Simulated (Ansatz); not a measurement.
# Geometry relaxation, with input and output: WH6

The run: geometry relaxation of WH6. Method and program: RKS revPBE/def2-TZVP (Ansatz 0.2.0).

The input holds or restrains some coordinates. It belongs to a series of runs on one base structure; here: pulled along the bonds that form and break, towards end B. Figures and captions count atoms from 1; the log counts them from 0 in places.

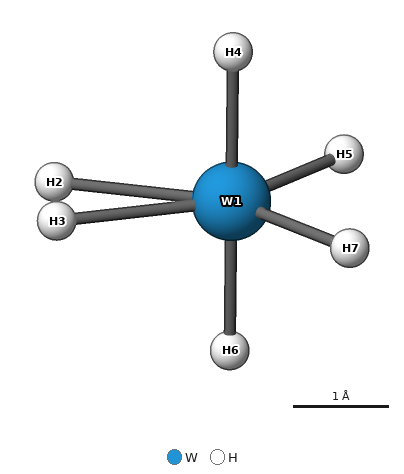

*The input geometry (ball-and-stick view, seen at a tilt; atoms are numbered from 1 in the order of the input). Sticks mark near contacts.*

Bond lengths as drawn: H–W 1.72 to 1.92 Å.

Input file:
```yaml
crystal:
  periodic: [false, false, false]
  atoms:
    - { symbol: W, position_ang: [0.0, 0.0, 0.0] }
    - { symbol: H, position_ang: [0.9528, 0.0, 1.6669] }
    - { symbol: H, position_ang: [1.6669, 0.0, 0.9528] }
    - { symbol: H, position_ang: [0.0, 1.72, 0.0] }
    - { symbol: H, position_ang: [-1.72, 0.0, 0.0] }
    - { symbol: H, position_ang: [0.0, -1.72, 0.0] }
    - { symbol: H, position_ang: [0.0, 0.0, -1.72] }
basis:
  gaussian: { orbitals: def2-TZVP }
hamiltonian:
  xc: revpbe
relax:
  f_tol: 0.15
  max_steps: 25
  restrain:
    - { distance: [1, 2], at: 0.66, k: 30.0 }
    - { distance: [0, 1], at: 2.92, k: 30.0 }
    - { distance: [0, 2], at: 2.92, k: 30.0 }
output:
  orbitals: {}
```

Launch command:
```bash
ansatz run input.yaml --threads 2 --pin off --max-ram 3072MiB --backend cpu --events-out ev --progress --plain --runs-dir out
```

Output:
```
The last accepted step is kept in [file] (removed where the run ends without a failure and the disk answers)
Engine: ansatz 0.2.0, aarch64-unknown-linux-gnu
Functional definition: revPBE
  parameter kappa = 1.245
  parameter beta = 0.06672455060314922
  exchange = pbe_x(kappa = kappa, mu = beta*pi^2/3)
  correlation = pbe_c(beta = beta)
588 factors; their error is unknown
mean field evaluation 1: about -1915.6148 eV, gradient 2.3e1 eV
mean field evaluation 2: about -1904.8439 eV, gradient 5.4e1 eV
mean field evaluation 4: about -1916.4858 eV, gradient 1.4e1 eV
mean field evaluation 8: about -1911.7107 eV, gradient 3.4e1 eV
mean field evaluation 16: about -1917.5301 eV, gradient 8.3e0 eV
mean field evaluation 32: about -1917.7606 eV, gradient 2.5e-6 eV
mean field evaluation 64: about -1915.5836 eV, gradient 4.1e-3 eV
mean field evaluation 96: about -1917.7299 eV, gradient 3.1e0 eV
mean field evaluation 128: about -1917.7693 eV, gradient 1.4e-1 eV
mean field evaluation 160: about -1917.1514 eV, gradient 3.6e0 eV
mean field -1917.76057150 eV, -70.4764010978 hartree, gradient 2.0e-6 eV, S^2 0.000000; 13 other end points of the search recorded, 0 dependent functions left out
the calculation of the forces begins
reference -1917.76062820 eV, -70.4764031814 hartree; 10, 10 occupied and 66, 66 virtual orbitals, 588 factors
WARN: the results are in doubt because the forces break the atoms' symmetry
relax step   1: F+E_penalty+E_count = -1917.76057150 eV  Δ(F+E_penalty+E_count) = +0.000e0 eV  max|allowed force component| = 2.180e0 eV/Å  E_restraint = 31.83660278 eV  max|allowed force component, restraints' pulls added| = 4.226e1 eV/Å  Δτ_max = 0.0000 Å  (582 SCF iters, accepted)
  distance H 1 - H 2 = 1.0099 Å
  distance W 0 - H 1 = 1.9200 Å
  distance W 0 - H 2 = 1.9200 Å
these checks for a lower state are left out or cut short: starts, cluster_reference, orbital_swaps, neighbouring_geometries, increment
588 factors; their error is unknown
mean field evaluation 192: about -1918.3541 eV, gradient 2.0e-5 eV
mean field -1918.35411455 eV, -70.4982134025 hartree, gradient 2.1e-6 eV, S^2 0.000000; 0 other end points of the search recorded, 0 dependent functions left out
the calculation of the forces begins
reference -1918.35416960 eV, -70.4982154256 hartree; 10, 10 occupied and 66, 66 virtual orbitals, 588 factors
relax step   2: F+E_penalty+E_count = -1918.35411455 eV  Δ(F+E_penalty+E_count) = -5.935e-1 eV  max|allowed force component| = 2.443e0 eV/Å  E_restraint = 16.87944134 eV  max|allowed force component, restraints' pulls added| = 3.058e1 eV/Å  Δτ_max = 0.1950 Å  (140 SCF iters, accepted)
  distance H 1 - H 2 = 0.9546 Å
  distance W 0 - H 1 = 2.1994 Å
  distance W 0 - H 2 = 2.1994 Å
these checks for a lower state are left out or cut short: starts, cluster_reference, orbital_swaps, neighbouring_geometries, increment
588 factors; their error is unknown
mean field -1918.75716539 eV, -70.5130252476 hartree, gradient 2.1e-5 eV, S^2 0.000000; 0 other end points of the search recorded, 0 dependent functions left out
the calculation of the forces begins
reference -1918.75721883 eV, -70.5130272116 hartree; 10, 10 occupied and 66, 66 virtual orbitals, 588 factors
relax step   3: F+E_penalty+E_count = -1918.75716539 eV  Δ(F+E_penalty+E_count) = -4.031e-1 eV  max|allowed force component| = 4.270e0 eV/Å  E_restraint = 6.54634234 eV  max|allowed force component, restraints' pulls added| = 1.677e1 eV/Å  Δτ_max = 0.1949 Å  (60 SCF iters, accepted)
  distance H 1 - H 2 = 0.8523 Å
  distance W 0 - H 1 = 2.4731 Å
  distance W 0 - H 2 = 2.4731 Å
these checks for a lower state are left out or cut short: starts, cluster_reference, orbital_swaps, neighbouring_geometries, increment
588 factors; their error is unknown
mean field -1919.41739919 eV, -70.5372883924 hartree, gradient 1.6e-5 eV, S^2 0.000000; 0 other end points of the search recorded, 0 dependent functions left out
the calculation of the forces begins
reference -1919.41745420 eV, -70.5372904139 hartree; 10, 10 occupied and 66, 66 virtual orbitals, 588 factors
relax step   4: F+E_penalty+E_count = -1919.41739919 eV  Δ(F+E_penalty+E_count) = -6.602e-1 eV  max|allowed force component| = 3.384e0 eV/Å  E_restraint = 0.31509002 eV  max|allowed force component, restraints' pulls added| = 3.384e0 eV/Å  Δτ_max = 0.1995 Å  (39 SCF iters, accepted)
  distance H 1 - H 2 = 0.6972 Å
  distance W 0 - H 1 = 2.8209 Å
  distance W 0 - H 2 = 2.8209 Å
these checks for a lower state are left out or cut short: starts, cluster_reference, orbital_swaps, neighbouring_geometries, increment
588 factors; their error is unknown
mean field evaluation 224: about -1920.2375 eV, gradient 1.0e-3 eV
mean field -1920.23748392 eV, -70.5674259504 hartree, gradient 1.9e-5 eV, S^2 0.000000; 0 other end points of the search recorded, 0 dependent functions left out
the calculation of the forces begins
reference -1920.23753702 eV, -70.5674279019 hartree; 10, 10 occupied and 66, 66 virtual orbitals, 588 factors
relax step   5: F+E_penalty+E_count = -1920.23748392 eV  Δ(F+E_penalty+E_count) = -8.201e-1 eV  max|allowed force component| = 9.508e-1 eV/Å  E_restraint = 0.05545042 eV  max|allowed force component, restraints' pulls added| = 9.508e-1 eV/Å  Δτ_max = 0.1905 Å  (39 SCF iters, accepted)
  distance H 1 - H 2 = 0.7207 Å
  distance W 0 - H 1 = 2.9178 Å
  distance W 0 - H 2 = 2.9178 Å
these checks for a lower state are left out or cut short: starts, cluster_reference, orbital_swaps, neighbouring_geometries, increment
588 factors; their error is unknown
mean field -1920.31889767 eV, -70.5704178504 hartree, gradient 2.3e-5 eV, S^2 0.000000; 0 other end points of the search recorded, 0 dependent functions left out
the calculation of the forces begins
reference -1920.31895037 eV, -70.5704197872 hartree; 10, 10 occupied and 66, 66 virtual orbitals, 588 factors
relax step   6: F+E_penalty+E_count = -1920.31889767 eV  Δ(F+E_penalty+E_count) = -8.141e-2 eV  max|allowed force component| = 1.186e0 eV/Å  E_restraint = 0.03881021 eV  max|allowed force component, restraints' pulls added| = 8.036e-2 eV/Å  Δτ_max = 0.0856 Å  (41 SCF iters, accepted)
  distance H 1 - H 2 = 0.7105 Å
  distance W 0 - H 1 = 2.9241 Å
  distance W 0 - H 2 = 2.9241 Å
588 factors; their error is unknown
mean field evaluation 256: about -1920.2996 eV, gradient 9.8e-6 eV
mean field evaluation 288: about -1917.5479 eV, gradient 2.7e0 eV
```

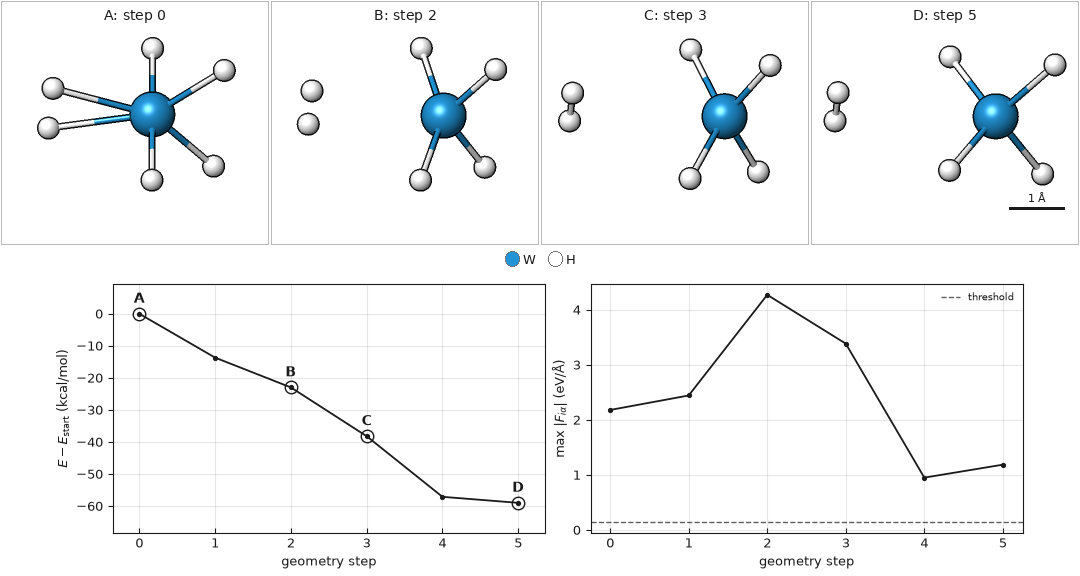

*Frames of the restrained relaxation (ball-and-stick view, seen at a tilt) above the curves, on which the letters mark them (the first geometry is step 0 here and step 1 in the log).*

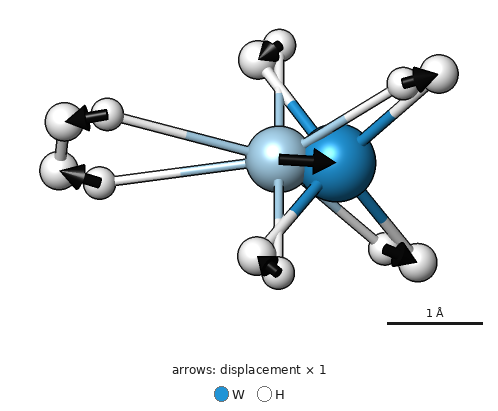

*Start (faint) and end (solid) with the displacements as black arrows, at true length (ball-and-stick view, seen at a tilt). The two geometries are laid on each other by the best rigid fit.*

After 5 geometry steps the energy has fallen by 59.0 kcal/mol. Largest force component: 2.2 eV/Å at the start, 1.2 eV/Å at the end. The largest move after the best rigid fit is that of W1, 0.61 Å. Largest moves by element: W 0.61 Å, H 0.47 Å. Among the contacts that change: W1–H2 1.920 → 2.924 Å, H2–H3 1.010 → 0.711 Å, W1–H5 1.720 → 1.700 Å, W1–H4 1.720 → 1.707 Å. New bonds form: H2–H3 (1.01 → 0.71 Å). Bonds break: W1–H2 (1.92 → 2.92 Å), W1–H3 (1.92 → 2.92 Å). Among the angles that change: H4–W1–H6 180.0° → 121.3°, H5–W1–H7 90.0° → 110.5°, H4–W1–H7 90.0° → 106.7°. (Atoms are counted from 1 in the order of the input.)

```
mean field -1920.31889767 eV, -70.5704178504 hartree, gradient 2.5e-5 eV, S^2 0.000000; 11 other end points of the search recorded, 0 dependent functions left out
the calculation of the forces begins
reference -1920.31895037 eV, -70.5704197872 hartree; 10, 10 occupied and 66, 66 virtual orbitals, 588 factors
Total energy: -1920.31895037 eV, -70.5704197872 hartree
Atom 0 at    -0.431024    -0.000000    -0.431024 Å, force    -0.220436     0.000000    -0.220436 eV/Å
Atom 1 at     1.370083    -0.003586     1.872485 Å, force    -1.013155    -0.018666     1.186207 eV/Å
Atom 2 at     1.872485     0.003586     1.370083 Å, force     1.186207     0.018666    -1.013155 eV/Å
Atom 3 at     0.155429     1.488584     0.165263 Å, force     0.023735     0.047479     0.080359 eV/Å
Atom 4 at    -2.104200     0.007884    -0.128335 Å, force    -0.076746     0.043564     0.020036 eV/Å
Atom 5 at     0.165263    -1.488584     0.155429 Å, force     0.080359    -0.047479     0.023735 eV/Å
Atom 6 at    -0.128335    -0.007884    -2.104200 Å, force     0.020036    -0.043564    -0.076746 eV/Å
Dipole moment:     0.127287     0.000000     0.127287 e Å
```

Trajectory as extended XYZ (Å, eV, eV/Å), 6 frames, from step=1 to step=6:
```
7
Properties=species:S:1:pos:R:3:forces:R:3 step=1 energy=-1917.76057
W     0.0000    0.0000    0.0000   -1.3284   0.0000  -1.3284
H     0.9528    0.0000    1.6669    2.1797  -1.2321  -1.7192
H     1.6669    0.0000    0.9528   -1.7192   1.2321   2.1797
H     0.0000    1.7200    0.0000   -0.0917   1.4149   0.2051
H    -1.7200    0.0000    0.0000   -0.0727   0.8084   0.8271
H     0.0000   -1.7200    0.0000    0.2051  -1.4149  -0.0917
H     0.0000    0.0000   -1.7200    0.8271  -0.8084  -0.0727
7
Properties=species:S:1:pos:R:3:forces:R:3 step=2 energy=-1918.35412
W    -0.1379    0.0000   -0.1379   -0.7374   0.0000  -0.7374
H     1.0428   -0.0060    1.7177    2.3898   0.0261  -2.4427
H     1.7177    0.0060    1.0428   -2.4427  -0.0261   2.3898
H    -0.0010    1.7266    0.0004    1.3835   0.3553   1.3785
H    -1.7258    0.0039    0.0035   -2.1179   0.0064   0.1462
H     0.0004   -1.7266   -0.0010    1.3785  -0.3553   1.3835
H     0.0035   -0.0039   -1.7258    0.1462  -0.0064  -2.1179
7
Properties=species:S:1:pos:R:3:forces:R:3 step=3 energy=-1918.75716
W    -0.2757    0.0000   -0.2757    1.9037   0.0000   1.9037
H     1.1455    0.0025    1.7482    1.6977  -0.0194  -1.6368
H     1.7482   -0.0025    1.1455   -1.6368   0.0194   1.6977
H     0.0177    1.7222    0.0172    0.7941  -0.3927   0.8381
H    -1.7535   -0.0011    0.0004   -4.2699   0.0419   0.6731
H     0.0172   -1.7222    0.0177    0.8381   0.3927   0.7941
H     0.0004    0.0011   -1.7535    0.6731  -0.0419  -4.2699
7
Properties=species:S:1:pos:R:3:forces:R:3 step=4 energy=-1919.41740
W    -0.4168    0.0000   -0.4168    2.2418   0.0000   2.2418
H     1.3161   -0.0051    1.8090   -1.5076  -0.0326   1.6456
H     1.8090    0.0051    1.3161    1.6456   0.0326  -1.5076
H     0.0224    1.6825    0.0257    0.2964  -0.8821   0.2475
H    -1.8879    0.0044    0.0312   -3.3838  -0.0326   0.4601
H     0.0257   -1.6825    0.0224    0.2475   0.8821   0.2964
H     0.0312   -0.0044   -1.8879    0.4601   0.0326  -3.3838
7
Properties=species:S:1:pos:R:3:forces:R:3 step=5 energy=-1920.23748
W    -0.4414    0.0000   -0.4414    0.7336   0.0000   0.7336
H     1.3512    0.0014    1.8608   -0.7162   0.0033   0.8725
H     1.8608   -0.0014    1.3512    0.8725  -0.0033  -0.7162
H     0.1296    1.5524    0.1145   -0.0215  -0.4331   0.0095
H    -2.0454   -0.0124   -0.0696   -0.9508   0.0148   0.0729
H     0.1145   -1.5524    0.1296    0.0095   0.4331  -0.0215
H    -0.0696    0.0124   -2.0454    0.0729  -0.0148  -0.9508
7
Properties=species:S:1:pos:R:3:forces:R:3 step=6 energy=-1920.31890
W    -0.4310    0.0000   -0.4310   -0.2204   0.0000  -0.2204
H     1.3701   -0.0036    1.8725   -1.0132  -0.0187   1.1862
H     1.8725    0.0036    1.3701    1.1862   0.0187  -1.0132
H     0.1554    1.4886    0.1653    0.0237   0.0475   0.0804
H    -2.1042    0.0079   -0.1283   -0.0767   0.0436   0.0200
H     0.1653   -1.4886    0.1554    0.0804  -0.0475   0.0237
H    -0.1283   -0.0079   -2.1042    0.0200  -0.0436  -0.0767
```

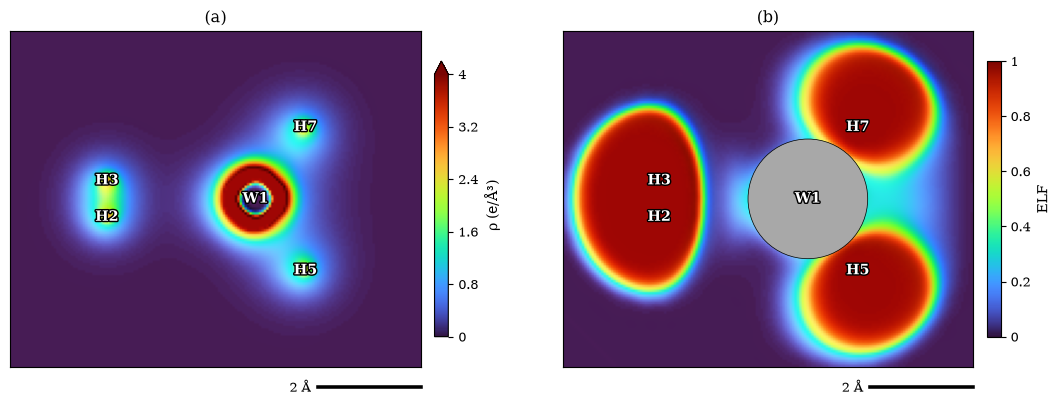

*(a) electron density; (b) electron localisation function on the plane of atoms H5, W1 and H7. Grey discs, where drawn, cover atomic cores.*

W1···H2 (2.92 Å): ρ is about 0.12 e/Å³ halfway, with its minimum of 0.08 e/Å³ about 1.8 Å from W; the ELF is only about 0.05 between them (a non-bonded, intermolecular contact).

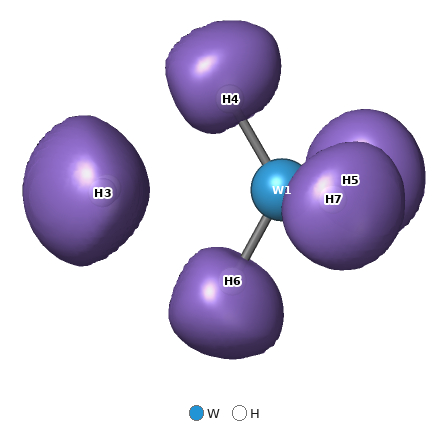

*Isosurface of the ELF at 0.9 (purple), seen face on. Core shells and regions of very low density are left out.*

Along the contacts the grid gives the following.

Key numbers:

```json
{"quantity": "outcome", "value": "converged under the restraints of the input"}
{"quantity": "total energy", "value": "−1920.3190 eV"}
{"quantity": "mean-field energy", "value": "−1920.3190 eV"}
{"quantity": "largest force (length of the vector) at the end, held atoms and coordinates included", "value": "1.560 eV/Å"}
{"quantity": "hardware", "value": "2 threads of Arm Neoverse V1, 24 GiB of memory available, shared host"}
{"quantity": "wall time", "value": "21 s (CPU time 40 s)"}
{"quantity": "peak memory", "value": "0.13 GiB"}
```
